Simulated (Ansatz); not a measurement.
# F₂HO₂Si radical: single points with varied inputs

How do the results and run time of F₂HO₂Si radical respond when the settings are drawn wide?

Method: the settings change from run to run; program: Ansatz 0.2.0, Gaussian basis.

### Step 1. The relaxed structure

An earlier PBE0-D4 in a triple-zeta def2 set relaxation fixed the geometry.

SMILES `[O][Si](O)(F)F`, 6 atoms, charge 0, spin multiplicity 2.

Atoms are counted from 1 here; the program's logs count them from 0.

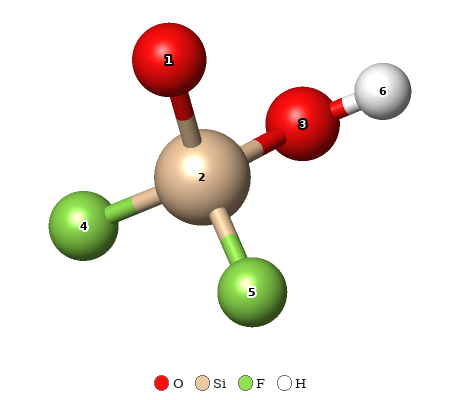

The geometry (oxygen red, silicon light orange, fluorine green, hydrogen white); atoms are numbered from 1 in the order of the file.

### Step 2. BLYP/cc-pVTZ

in.yaml reads:

```yaml
crystal:
  periodic: [false, false, false]
  atoms:
    - {symbol: O, position_ang: [0.493679, -1.265477, -1.068869]}
    - {symbol: Si, position_ang: [-0.223191, 0.007541, -0.302872]}
    - {symbol: O, position_ang: [0.206862, -0.062162, 1.246594]}
    - {symbol: F, position_ang: [-1.789720, -0.043215, -0.354728]}
    - {symbol: F, position_ang: [0.218229, 1.323093, -1.045940]}
    - {symbol: H, position_ang: [1.136142, -0.023880, 1.479614]}
basis:
  gaussian: {orbitals: cc-pVTZ}
magnetization: {spin_polarized: true, initial_magnetization: 1}
hamiltonian: {xc: {name: BLYP}}
output: {forces: true}
```

On the command line:

```
> ansatz run in.yaml --threads 4 --pin off --events-out ev --progress --plain --max-ram 10444MiB
```

What it wrote:

```text
Functional definition: BLYP
  name "BLYP"
  cite "Becke, Phys. Rev. A 38, 3098 (1988) doi:10.1103/PhysRevA.38.3098"
  cite "Lee, Yang & Parr, Phys. Rev. B 37, 785 (1988) doi:10.1103/PhysRevB.37.785"
  parameter beta = 0.0042
  parameter a = 0.04918
  parameter b = 0.132
  parameter c = 0.2533
  parameter d = 0.349
  exchange = b88_x(beta = beta)
  correlation = lyp_c(a = a, b = b, c = c, d = d)
961 factors; their error is unknown
mean field evaluation 1: about -17418.7151 eV, gradient 6.0e1 eV
mean field evaluation 2: about -17384.5083 eV, gradient 1.1e2 eV
mean field evaluation 4: about -17428.6054 eV, gradient 5.4e0 eV
mean field evaluation 8: about -17428.7119 eV, gradient 2.3e-1 eV
mean field evaluation 16: about -17428.6651 eV, gradient 7.7e-3 eV
mean field evaluation 32: about -17428.1897 eV, gradient 8.5e0 eV
mean field -17428.66514826 eV, -640.4916306249 hartree, gradient 9.4e-6 eV, S^2 0.752382; 3 other end points of the search recorded, 0 dependent functions left out
the calculation of the forces begins
reference -17428.66541193 eV, -640.4916403146 hartree; 25, 24 occupied and 143, 144 virtual orbitals, 961 factors
Total energy: -17428.66541193 eV, -640.4916403146 hartree
Atom 0 at     0.493679    -1.265477    -1.068869 Å, force     0.240310    -0.383345    -0.066882 eV/Å
Atom 1 at    -0.223191     0.007541    -0.302872 Å, force     0.324720    -0.692345    -0.700094 eV/Å
Atom 2 at     0.206862    -0.062162     1.246594 Å, force    -0.157627    -0.115813     1.079210 eV/Å
Atom 3 at    -1.789720    -0.043215    -0.354728 Å, force    -1.283667     0.014357     0.044125 eV/Å
Atom 4 at     0.218229     1.323093    -1.045940 Å, force     0.338909     1.148084    -0.524678 eV/Å
Atom 5 at     1.136142    -0.023880     1.479614 Å, force     0.537354     0.029063     0.168318 eV/Å
Dipole moment:     0.321851     0.111334     0.327125 e Å
```

It took 3.7 s on 4 threads of Intel Xeon Platinum 8488C, shared host.

Largest force 1.307 eV/Å, dipole 2.27 D, ⟨S²⟩ 0.752.

### Step 3. PBE-QIDH/cc-pVTZ

This run has charge +1, multiplicity 1, atoms shaken by 0.15 Å, a point charge of -1.00 e beside it, high accuracy.

in.yaml reads:

```yaml
crystal:
  periodic: [false, false, false]
  atoms:
    - {symbol: O, position_ang: [0.594020, -1.529421, -1.104196]}
    - {symbol: Si, position_ang: [0.148955, 0.167200, -0.397848]}
    - {symbol: O, position_ang: [0.192432, -0.032642, 1.392935]}
    - {symbol: F, position_ang: [-1.784955, -0.316303, -0.485004]}
    - {symbol: F, position_ang: [0.290351, 1.468822, -1.115984]}
    - {symbol: H, position_ang: [1.327767, 0.035180, 1.531166]}
basis:
  gaussian: {orbitals: cc-pVTZ, point_charges: [{charge: -1.00, position_ang: [5.991, -0.953, 0.273]}]}
total_charge: 1
hamiltonian: {xc: {name: PBE-QIDH}}
accuracy: high
output: {forces: true}
```

The command is unchanged.

What it wrote (excerpt; [...] marks lines left out):

```text
Functional definition: PBE-QIDH
  name "PBE-QIDH"
  cite "Brémond, Sancho-García, Pérez-Jiménez & Adamo, J. Chem. Phys. 141, 031101 (2014) doi:10.1063/1.4890314"
  cite "Perdew, Burke & Ernzerhof, Phys. Rev. Lett. 77, 3865 (1996) doi:10.1103/PhysRevLett.77.3865"
[...]
2844 factors; integrals over basis functions are off by at most 2.5e-8 eV
[...]
mean field -17386.43676142 eV, -638.9397660323 hartree, gradient 3.1e-8 eV, S^2 0.000000; 4 other end points of the search recorded, 0 dependent functions left out; unrestricted orbitals would lower it
9 core orbitals not correlated: weight in the atoms' cores, before any rotation towards them, 1.000 or more for the frozen orbitals, at most 0.000 for the correlated occupied ones
reference -17386.43676232 eV, -638.9397660653 hartree; 15, 15 occupied and 144, 144 virtual orbitals, 2844 factors
second order -32.99456236 eV of doubles, -0.00000000 eV of singles
[...]
Total energy: -17397.43494978 eV, -639.3439419994 hartree
Atom 0 at     0.594020    -1.529421    -1.104196 Å, force    -1.545555     3.178065     1.018196 eV/Å
Atom 1 at     0.148955     0.167200    -0.397848 Å, force    -4.637407    -5.607285     5.481007 eV/Å
Atom 2 at     0.192432    -0.032642     1.392935 Å, force     5.759540     0.953506    -4.845640 eV/Å
Atom 3 at    -1.784955    -0.316303    -0.485004 Å, force     4.908953     0.383960    -0.647343 eV/Å
Atom 4 at     0.290351     1.468822    -1.115984 Å, force     0.587262     1.295822    -1.194739 eV/Å
Atom 5 at     1.327767     0.035180     1.531166 Å, force    -4.549475    -0.288331     0.213941 eV/Å
Dipole moment:     1.068683    -0.102502    -0.001323 e Å
```

Wall time 25 s (4 threads of Intel Xeon Platinum 8488C, shared host); peak memory 0.82 GiB.

Largest force 9.110 eV/Å.

### Step 4. wB97X-V/cc-pVTZ

This run has restricted open-shell orbitals, atoms shaken by 0.08 Å, relativity set to scalar.

in.yaml reads:

```yaml
crystal:
  periodic: [false, false, false]
  atoms:
    - {symbol: O, position_ang: [0.437011, -1.315751, -1.042762]}
    - {symbol: Si, position_ang: [-0.258793, -0.013259, -0.113730]}
    - {symbol: O, position_ang: [0.149081, -0.093381, 1.256110]}
    - {symbol: F, position_ang: [-1.653880, -0.034314, -0.257476]}
    - {symbol: F, position_ang: [0.218424, 1.255997, -0.973497]}
    - {symbol: H, position_ang: [0.971091, 0.038583, 1.302098]}
basis:
  gaussian: {orbitals: cc-pVTZ}
magnetization: {spin_polarized: false, initial_magnetization: 1}
hamiltonian: {xc: {name: wB97X-V}, pseudopotentials: {relativity: scalar}}
output: {forces: true}
```

The command is unchanged.

What it wrote (excerpt; [...] marks lines left out):

```text
Functional definition: wB97X-V
  name "wB97X-V"
  cite "Mardirossian & Head-Gordon, Phys. Chem. Chem. Phys. 16, 9904 (2014) doi:10.1039/C3CP54374A"
  cite "Becke, J. Chem. Phys. 107, 8554 (1997) doi:10.1063/1.475007"
  cite "Vydrov & Van Voorhis, J. Chem. Phys. 133, 244103 (2010) doi:10.1063/1.3521275"
[...]
      + integral(e_c_pw_opposite_spin*poly(b97_u_opposite, cos0, cos1)) + vv10(b, c)
970 factors; their error is unknown
181 factors; integrals over basis functions are off by at most 4.6e-6 eV
[...]
mean field -17444.15842479 eV, -641.0609980358 hartree, gradient 7.1e-7 eV, S^2 0.750000; 2 other end points of the search recorded, 0 dependent functions left out
[...]
reference -17444.15842344 eV, -641.0609979863 hartree; 25, 24 occupied and 143, 144 virtual orbitals, 970 factors
Total energy: -17444.15842344 eV, -641.0609979863 hartree
Relativity: scalar
Atom 0 at     0.437011    -1.315751    -1.042762 Å, force    -0.390837     1.117073     0.966432 eV/Å
Atom 1 at    -0.258793    -0.013259    -0.113730 Å, force     7.202538    -0.519921   -12.042557 eV/Å
Atom 2 at     0.149081    -0.093381     1.256110 Å, force    -6.162350    -1.755380     9.485211 eV/Å
Atom 3 at    -1.653880    -0.034314    -0.257476 Å, force   -11.657429    -0.253544    -0.895456 eV/Å
Atom 4 at     0.218424     1.255997    -0.973497 Å, force     0.305030    -0.051756     0.477778 eV/Å
Atom 5 at     0.971091     0.038583     1.302098 Å, force    10.703048     1.463528     2.008592 eV/Å
Dipole moment:     0.170504     0.109552     0.452994 e Å
```

It took 19 s on 4 threads of Intel Xeon Platinum 8488C, shared host; peak memory 0.8 GiB.

Largest force 14.042 eV/Å, dipole 2.38 D.

### Step 5. PBE/STO-3G

Set apart from the defaults: coordinates scaled by 1.12, relativity set to none, high accuracy.

in.yaml reads:

```yaml
crystal:
  periodic: [false, false, false]
  atoms:
    - {symbol: O, position_ang: [0.552920, -1.417334, -1.197134]}
    - {symbol: Si, position_ang: [-0.249974, 0.008445, -0.339216]}
    - {symbol: O, position_ang: [0.231686, -0.069622, 1.396186]}
    - {symbol: F, position_ang: [-2.004486, -0.048401, -0.397295]}
    - {symbol: F, position_ang: [0.244416, 1.481864, -1.171453]}
    - {symbol: H, position_ang: [1.272479, -0.026745, 1.657168]}
basis:
  gaussian: {orbitals: STO-3G}
magnetization: {spin_polarized: true, initial_magnetization: 1}
hamiltonian: {xc: {name: PBE}, pseudopotentials: {relativity: none}}
accuracy: high
output: {forces: true}
```

The command is unchanged.

What it wrote (excerpt; [...] marks lines left out):

```text
Functional definition: PBE
  name "PBE"
  cite "Perdew, Burke & Ernzerhof, Phys. Rev. Lett. 77, 3865 (1996) doi:10.1103/PhysRevLett.77.3865"
  parent pbe
[...]
598 factors; integrals over basis functions are off by at most 5.5e-8 eV
[...]
mean field -17179.41120791 eV, -631.3317172676 hartree, gradient 2.6e-8 eV, S^2 0.753323; 6 other end points of the search recorded, 0 dependent functions left out
[...]
reference -17179.41120950 eV, -631.3317173260 hartree; 25, 24 occupied and 5, 6 virtual orbitals, 598 factors
Total energy: -17179.41120950 eV, -631.3317173260 hartree
Atom 0 at     0.552920    -1.417334    -1.197134 Å, force    -0.990874     1.586916     0.916544 eV/Å
Atom 1 at    -0.249974     0.008445    -0.339216 Å, force     0.661105     0.365138    -0.661790 eV/Å
Atom 2 at     0.231686    -0.069622     1.396186 Å, force    -0.276763     0.087908    -0.122558 eV/Å
Atom 3 at    -2.004486    -0.048401    -0.397295 Å, force     2.811529     0.125113     0.275144 eV/Å
Atom 4 at     0.244416     1.481864    -1.171453 Å, force    -0.856592    -2.197484     1.309750 eV/Å
Atom 5 at     1.272479    -0.026745     1.657168 Å, force    -1.348406     0.032409    -1.717089 eV/Å
Dipole moment:     0.192770     0.069901     0.088642 e Å
```

Run time: 2.9 s. Hardware: 4 threads of Intel Xeon Platinum 8488C, shared host.

Largest force 2.828 eV/Å, dipole 1.07 D, ⟨S²⟩ 0.753.

### Step 6. rPW86-PBE/cc-pVTZ

Set apart from the defaults: charge -1, multiplicity 1, atoms shaken by 0.03 Å, high accuracy, the search for lower states set to light.

in.yaml reads:

```yaml
crystal:
  periodic: [false, false, false]
  atoms:
    - {symbol: O, position_ang: [0.504119, -1.268465, -1.000683]}
    - {symbol: Si, position_ang: [-0.222910, 0.050410, -0.296938]}
    - {symbol: O, position_ang: [0.145707, -0.082545, 1.272555]}
    - {symbol: F, position_ang: [-1.771211, -0.033440, -0.329062]}
    - {symbol: F, position_ang: [0.230028, 1.349831, -1.042048]}
    - {symbol: H, position_ang: [1.117444, 0.004090, 1.434331]}
basis:
  gaussian: {orbitals: cc-pVTZ}
total_charge: -1
hamiltonian: {xc: {name: rPW86-PBE}}
accuracy: high
scf: {lower_state_search: light}
output: {forces: true}
```

Same command.

What it wrote (excerpt; [...] marks lines left out):

```text
Functional definition: rPW86-PBE
  name "rPW86-PBE"
  cite "Murray, Lee & Langreth, J. Chem. Theory Comput. 5, 2754 (2009) doi:10.1021/ct900365q"
  cite "Perdew, Burke & Ernzerhof, Phys. Rev. Lett. 77, 3865 (1996) doi:10.1103/PhysRevLett.77.3865"
  parent pbe
[...]
2868 factors; integrals over basis functions are off by at most 4.8e-9 eV
[...]
mean field -17456.00505442 eV, -641.4963536446 hartree, gradient 4.5e-8 eV, S^2 0.000000; 0 other end points of the search recorded, 0 dependent functions left out
[...]
reference -17456.00506635 eV, -641.4963540832 hartree; 25, 25 occupied and 143, 143 virtual orbitals, 2868 factors
Total energy: -17456.00506635 eV, -641.4963540832 hartree
Atom 0 at     0.504119    -1.268465    -1.000683 Å, force    -1.166602     2.216690     0.544642 eV/Å
Atom 1 at    -0.222910     0.050410    -0.296938 Å, force     4.404496    -7.441813    -3.012642 eV/Å
Atom 2 at     0.145707    -0.082545     1.272555 Å, force     1.128562     1.565176     3.270989 eV/Å
Atom 3 at    -1.771211    -0.033440    -0.329062 Å, force    -3.588769     0.720428     0.187491 eV/Å
Atom 4 at     0.230028     1.349831    -1.042048 Å, force     0.313085     3.229915    -0.678391 eV/Å
Atom 5 at     1.117444     0.004090     1.434331 Å, force    -1.090773    -0.290396    -0.312089 eV/Å
Dipole moment:    -0.135405     0.811455     0.510378 e Å
```

It took 8 s on 4 threads of Intel Xeon Platinum 8488C, shared host; peak memory 0.71 GiB.

Largest force 9.157 eV/Å.

### Step 7. B2GP-PLYP/cc-pVTZ

This run has charge +1, multiplicity 1.

in.yaml reads:

```yaml
crystal:
  periodic: [false, false, false]
  atoms:
    - {symbol: O, position_ang: [0.493679, -1.265477, -1.068869]}
    - {symbol: Si, position_ang: [-0.223191, 0.007541, -0.302872]}
    - {symbol: O, position_ang: [0.206862, -0.062162, 1.246594]}
    - {symbol: F, position_ang: [-1.789720, -0.043215, -0.354728]}
    - {symbol: F, position_ang: [0.218229, 1.323093, -1.045940]}
    - {symbol: H, position_ang: [1.136142, -0.023880, 1.479614]}
basis:
  gaussian: {orbitals: cc-pVTZ}
total_charge: 1
hamiltonian: {xc: {name: B2GP-PLYP}}
output: {forces: true}
```

Same command.

What it wrote (excerpt; [...] marks lines left out):

```text
Functional definition: B2GP-PLYP
  name "B2GP-PLYP"
  cite "Karton, Tarnopolsky, Lamère, Schatz & Martin, J. Phys. Chem. A 112, 12868 (2008) doi:10.1021/jp801805p"
  cite "Becke, Phys. Rev. A 38, 3098 (1988) doi:10.1103/PhysRevA.38.3098"
  cite "Lee, Yang & Parr, Phys. Rev. B 37, 785 (1988) doi:10.1103/PhysRevB.37.785"
[...]
1024 factors; integrals over basis functions are off by at most 1.3e-3 eV
[...]
mean field -17392.13277342 eV, -639.1490906121 hartree, gradient 6.0e-6 eV, S^2 0.000000; 3 other end points of the search recorded, 0 dependent functions left out; unrestricted orbitals would lower it
9 core orbitals not correlated: weight in the atoms' cores, before any rotation towards them, 1.000 or more for the frozen orbitals, at most 0.000 for the correlated occupied ones
reference -17392.13285643 eV, -639.1490936626 hartree; 15, 15 occupied and 144, 144 virtual orbitals, 1024 factors
second order -33.46532325 eV of doubles, -0.00000000 eV of singles
[...]
Total energy: -17404.18037279 eV, -639.5918317230 hartree
Atom 0 at     0.493679    -1.265477    -1.068869 Å, force     0.514408    -0.294180     1.333760 eV/Å
Atom 1 at    -0.223191     0.007541    -0.302872 Å, force    -3.303742     2.595153    -3.706782 eV/Å
Atom 2 at     0.206862    -0.062162     1.246594 Å, force     0.379610    -1.533919     0.716196 eV/Å
Atom 3 at    -1.789720    -0.043215    -0.354728 Å, force     0.901275    -0.263070     0.282589 eV/Å
Atom 4 at     0.218229     1.323093    -1.045940 Å, force     0.268176    -0.795612     0.578030 eV/Å
Atom 5 at     1.136142    -0.023880     1.479614 Å, force     1.240273     0.291629     0.796207 eV/Å
Dipole moment:     0.760611    -0.230695     0.672987 e Å
```

It took 8 s on 4 threads of Intel Xeon Platinum 8488C, shared host; peak memory 0.53 GiB.

Largest force 5.603 eV/Å.

### Step 8. BHLYP/x2c-TZVPPall

This run has atoms shaken by 0.15 Å, D3(BJ) dispersion.

in.yaml reads:

```yaml
crystal:
  periodic: [false, false, false]
  atoms:
    - {symbol: O, position_ang: [0.432856, -1.369978, -0.988376]}
    - {symbol: Si, position_ang: [-0.153082, 0.135696, -0.085977]}
    - {symbol: O, position_ang: [0.185182, -0.097506, 1.271858]}
    - {symbol: F, position_ang: [-1.761692, 0.066064, -0.406005]}
    - {symbol: F, position_ang: [0.002193, 1.387854, -1.008734]}
    - {symbol: H, position_ang: [1.209404, 0.121107, 1.628465]}
basis:
  gaussian: {orbitals: x2c-TZVPPall}
magnetization: {spin_polarized: true, initial_magnetization: 1}
hamiltonian: {xc: {name: BHLYP}, dispersion: d3bj}
```

Launched as before.

What it wrote:

```text
Functional definition: BHLYP
  name "BHLYP"
  cite "Becke, J. Chem. Phys. 98, 1372 (1993) doi:10.1063/1.464304"
  cite "Becke, Phys. Rev. A 38, 3098 (1988) doi:10.1103/PhysRevA.38.3098"
  cite "Lee, Yang & Parr, Phys. Rev. B 37, 785 (1988) doi:10.1103/PhysRevB.37.785"
  parameter a = 0.5
  exchange = (1 - a)*b88_x + a*exact_x
  correlation = lyp_c
1084 factors; their error is unknown
mean field evaluation 1: about -17442.7404 eV, gradient 4.4e1 eV
mean field evaluation 2: about -17441.9415 eV, gradient 4.8e1 eV
mean field evaluation 4: about -17448.4618 eV, gradient 1.7e0 eV
mean field evaluation 8: about -17448.4727 eV, gradient 6.4e-2 eV
mean field evaluation 16: about -17448.5736 eV, gradient 1.8e-2 eV
mean field evaluation 32: about -17448.5107 eV, gradient 2.2e-1 eV
mean field -17448.57400147 eV, -641.2232674858 hartree, gradient 3.0e-6 eV, S^2 0.754121; 2 other end points of the search recorded, 0 dependent functions left out
reference -17448.57413501 eV, -641.2232723933 hartree; 25, 24 occupied and 155, 156 virtual orbitals, 1084 factors
Total energy: -17448.70660458 eV, -641.2281405600 hartree
Relativity: scalar
```

Run time: 8 s. Hardware: 4 threads of Intel Xeon Platinum 8488C, shared host; peak memory 0.72 GiB.

⟨S²⟩ 0.754.

### Step 9. LC-wPBE/def2-TZVPD

This run has relativity set to none, the search for lower states set to off.

in.yaml reads:

```yaml
crystal:
  periodic: [false, false, false]
  atoms:
    - {symbol: O, position_ang: [0.493679, -1.265477, -1.068869]}
    - {symbol: Si, position_ang: [-0.223191, 0.007541, -0.302872]}
    - {symbol: O, position_ang: [0.206862, -0.062162, 1.246594]}
    - {symbol: F, position_ang: [-1.789720, -0.043215, -0.354728]}
    - {symbol: F, position_ang: [0.218229, 1.323093, -1.045940]}
    - {symbol: H, position_ang: [1.136142, -0.023880, 1.479614]}
basis:
  gaussian: {orbitals: def2-TZVPD}
magnetization: {spin_polarized: true, initial_magnetization: 1}
hamiltonian: {xc: {name: LC-wPBE}, pseudopotentials: {relativity: none}}
scf: {lower_state_search: off}
```

Same command.

What it wrote (excerpt; [...] marks lines left out):

```text
Functional definition: LC-wPBE
  name "LC-wPBE"
  cite "Vydrov & Scuseria, J. Chem. Phys. 125, 234109 (2006) doi:10.1063/1.2409292"
  cite "Heyd & Scuseria, J. Chem. Phys. 120, 7274 (2004) doi:10.1063/1.1668634"
  cite "Ernzerhof & Perdew, J. Chem. Phys. 109, 3313 (1998) doi:10.1063/1.476928"
  cite "Perdew, Burke & Ernzerhof, Phys. Rev. Lett. 77, 3865 (1996) doi:10.1103/PhysRevLett.77.3865"
  parent pbe
[...]
1088 factors; their error is unknown
368 factors; integrals over basis functions are off by at most 3.9e-5 eV
[...]
mean field -17422.53596667 eV, -640.2663873561 hartree, gradient 8.7e-6 eV, S^2 0.752595; 0 other end points of the search recorded, 0 dependent functions left out
reference -17422.53596668 eV, -640.2663873565 hartree; 25, 24 occupied and 187, 188 virtual orbitals, 1088 factors
Total energy: -17422.53596668 eV, -640.2663873565 hartree
Checks for a lower state left out: stability, starts, cluster_reference, orbital_swaps, neighbouring_geometries, increment
```

Run time: 4 s. Hardware: 4 threads of Intel Xeon Platinum 8488C, shared host; peak memory 0.58 GiB.

⟨S²⟩ 0.753.

### Step 10. B97M-V/aug-cc-pVDZ

Options: density fitting with cc-pVTZ-jkfit.

in.yaml: that of step 9 with these lines changed.

```diff
@@ -10,5 +10,4 @@
 basis:
-  gaussian: {orbitals: def2-TZVPD}
+  gaussian: {orbitals: aug-cc-pVDZ, fitting: {mean_field: cc-pVTZ-jkfit}}
 magnetization: {spin_polarized: true, initial_magnetization: 1}
-hamiltonian: {xc: {name: LC-wPBE}, pseudopotentials: {relativity: none}}
-scf: {lower_state_search: off}
+hamiltonian: {xc: {name: B97M-V}}
```

The command is unchanged.

What it wrote (excerpt; [...] marks lines left out):

```text
Functional definition: B97M-V
  name "B97M-V"
  cite "Mardirossian & Head-Gordon, J. Chem. Phys. 142, 074111 (2015) doi:10.1063/1.4907719"
  cite "Becke, J. Chem. Phys. 107, 8554 (1997) doi:10.1063/1.475007"
  cite "Vydrov & Van Voorhis, J. Chem. Phys. 133, 244103 (2010) doi:10.1063/1.3521275"
  # Of w^i u^j: cxij and so on, Table III.
[...]
  gx(w, u) = cx00 + cx01*u + cx02*u^2 + (cx10 + cx11*u)*w
  gss(w, u) = css00 + css02*u^2 + css10*w + (css32*w^3 + css42*w^4)*u^2
  gos(w, u) = cos00 + cos01*u + cos03*u^3 + cos10*w + cos32*w^3*u^2
[...]
      + integral(e_c_pw_mod_opposite_spin*gos(b97_w_opposite, b97_u_opposite)) + vv10(b, c)
467 factors; integrals over basis functions are off by at most 2.7e-1 eV
[...]
mean field -17420.96475835 eV, -640.2086465153 hartree, gradient 8.2e-6 eV, S^2 0.754258; 2 other end points of the search recorded, 0 dependent functions left out
reference -17420.96483264 eV, -640.2086492454 hartree; 25, 24 occupied and 103, 104 virtual orbitals, 467 factors
Total energy: -17420.96483264 eV, -640.2086492454 hartree
```

Wall time 6 s (4 threads of Intel Xeon Platinum 8488C, shared host).

⟨S²⟩ 0.754.

### Step 11. All runs side by side

```
             level  charge  multiplicity              geometry  functions  energy (eV)   time
      BLYP/cc-pVTZ       0             2               relaxed        168   -17428.665  3.7 s
  PBE-QIDH/cc-pVTZ       1             1  shaken, point charge        168   -17397.435   25 s
   wB97X-V/cc-pVTZ       0             2                shaken        168   -17444.158   19 s
        PBE/STO-3G       0             2                scaled         30   -17179.411  2.9 s
 rPW86-PBE/cc-pVTZ      -1             1                shaken        168   -17456.005    8 s
 B2GP-PLYP/cc-pVTZ       1             1               relaxed        168   -17404.180    8 s
BHLYP/x2c-TZVPPall       0             2                shaken        180   -17448.707    8 s
LC-wPBE/def2-TZVPD       0             2               relaxed        212   -17422.536    4 s
B97M-V/aug-cc-pVDZ       0             2               relaxed        128   -17420.965    6 s
```

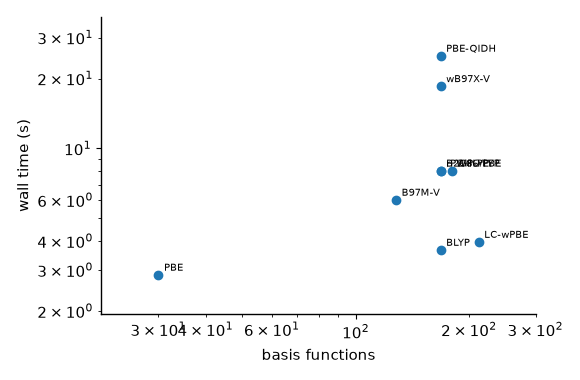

Wall time against the number of basis functions (shared host).

### Step 12. Summary of results

| quantity | value |
| --- | --- |
| runs | 9 |
| quickest | PBE/STO-3G, 2.9 s |
| slowest | PBE-QIDH/cc-pVTZ, 25 s |
| spread of total energies, same state and geometry | 7.7 eV |

**Reading.** Run time spans a factor of 9, from PBE/STO-3G to PBE-QIDH/cc-pVTZ. The jobs differ in tasks and options as well as level. The totals spread over 8 eV; they can't be compared across methods or bases. At the PBE0-D4/def2-TZVP geometry and in the same state, runs without warnings or point charges leave forces up to 1.31 eV/Å (BLYP/cc-pVTZ), against 14.0 eV/Å where the atoms were moved.
